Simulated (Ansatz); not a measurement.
Consider C₁₈NO (slab).

The calculation's input:

```
crystal:
  lattice:
    - [7.398, 0.0, 0.0]
    - [-3.699, 6.406856, 0.0]
    - [0.0, 0.0, 12.0]
  atoms:
    - { symbol: C, position: [0.0, 0.0, 0.0833333] }
    - { symbol: C, position: [0.2222222, 0.1111111, 0.0833333] }
    - { symbol: C, position: [0.0, 0.3333333, 0.0833333] }
    - { symbol: C, position: [0.2222222, 0.4444444, 0.0833333] }
    - { symbol: C, position: [0.0, 0.6666667, 0.0833333] }
    - { symbol: C, position: [0.2222222, 0.7777778, 0.0833333] }
    - { symbol: C, position: [0.3333333, 0.0, 0.0833333] }
    - { symbol: C, position: [0.5555556, 0.1111111, 0.0833333] }
    - { symbol: C, position: [0.3333333, 0.3333333, 0.0833333] }
    - { symbol: C, position: [0.5555556, 0.4444444, 0.0833333] }
    - { symbol: C, position: [0.3333333, 0.6666667, 0.0833333] }
    - { symbol: C, position: [0.5555556, 0.7777778, 0.0833333] }
    - { symbol: C, position: [0.6666667, 0.0, 0.0833333] }
    - { symbol: C, position: [0.8888889, 0.1111111, 0.0833333] }
    - { symbol: C, position: [0.6666667, 0.3333333, 0.0833333] }
    - { symbol: C, position: [0.8888889, 0.4444444, 0.0833333] }
    - { symbol: C, position: [0.6666667, 0.6666667, 0.0833333] }
    - { symbol: C, position: [0.8888889, 0.7777778, 0.0833333] }
    - { symbol: "N", position: [0.4309139, 0.8874743, 0.14], spin: 1.0 }
    - { symbol: O, position: [0.4309139, 0.8874743, 0.2383333] }
magnetization:
  spin_polarized: true
basis:
  ecutwfc: 420.0
kpoints:
  mp_grid: { grid: [2, 2, 1] }
hamiltonian:
  xc: pbe
scf:
  occupations: { method: fermi_dirac, width: 0.05 }
  lower_state_search: "off"
relax:
  f_tol: 0.03
  max_steps: 60
  adjacent_minimum: "off"
output:
  write_density: true
  write_potential: true
  elf: true
  volumetric_format: npy
```

Run with:

```sh
ansatz run input.yaml --threads 2 --pin off --max-ram 5120MiB --backend cpu --events-out ev --progress --plain --runs-dir out
```

The fields are those of the run's last geometry, not of the input's.

The SCF solution may not be the lowest one; the program warned that a starting moment wasn't kept; spin-polarised.

Method: Ansatz, DFT PBE, scalar-relativistic, plane waves, PAW.

**What will maps of the valence pseudo-density and electron localisation function show?**

N–O (1.16 Å): the density is about 4.1 e/Å³ at the midpoint; the ELF peaks at about 0.80 between the atoms (inside overlapping PAW spheres, so only a guide); a short, multiple covalent bond.

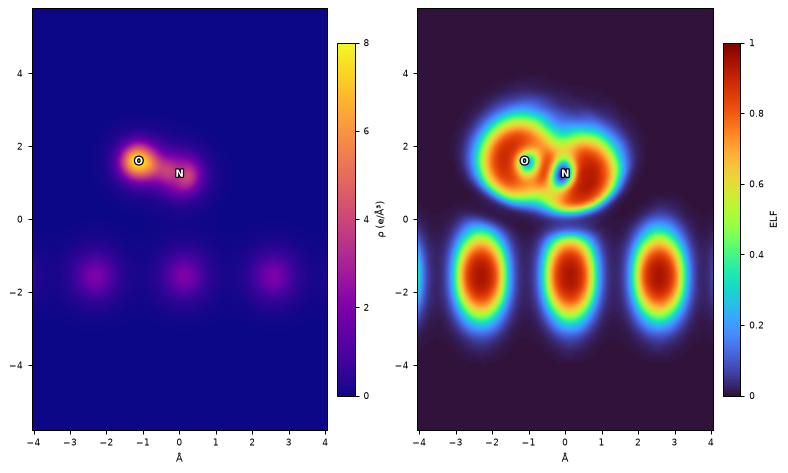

Computed valence pseudo-density and electron localisation function on the (010) plane of the calculation cell, a cut from vacuum to vacuum, in this order. Atoms just off the plane (C, 0.7 Å away) can leave unmarked features too.

The density is the valence pseudo-density of a PAW calculation; it isn't the true density close to the nuclei.
